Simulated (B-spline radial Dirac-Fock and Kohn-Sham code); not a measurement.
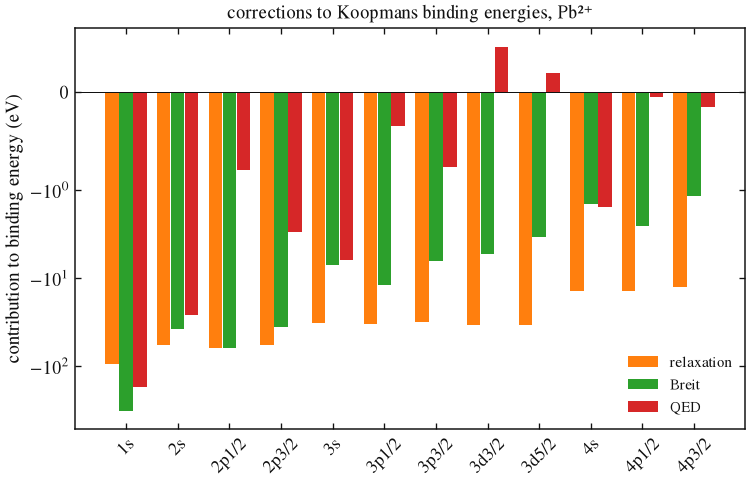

Bars give the relaxation, Breit and QED contributions (eV) to the binding energies of the deepest subshells, counted from the Koopmans value, on an axis that is logarithmic beyond ±1 eV. The figure is for lead in charge state +2 (Pb²⁺) in the configuration [Xe] 4f14 5d10 6s2, inside a Watson sphere of charge −2 and radius 1.6 Å that stands in for a crystal. Method: Dirac–Fock ΔSCF (average of configuration, Fermi nucleus, Breit and QED terms, no correlation) (computed with a B-spline radial atomic code).

Q: How does the QED term of 2p1/2 compare with that of 1s?

A: −0.79 eV against −171 eV; the QED terms are weighted to the region near the nucleus, where s electrons have the most density.

Q: Which correction is largest for 1s?

A: Breit, −323 eV.

Q: For which subshell is the relaxation energy largest in size?

A: 1s, −95.4 eV.
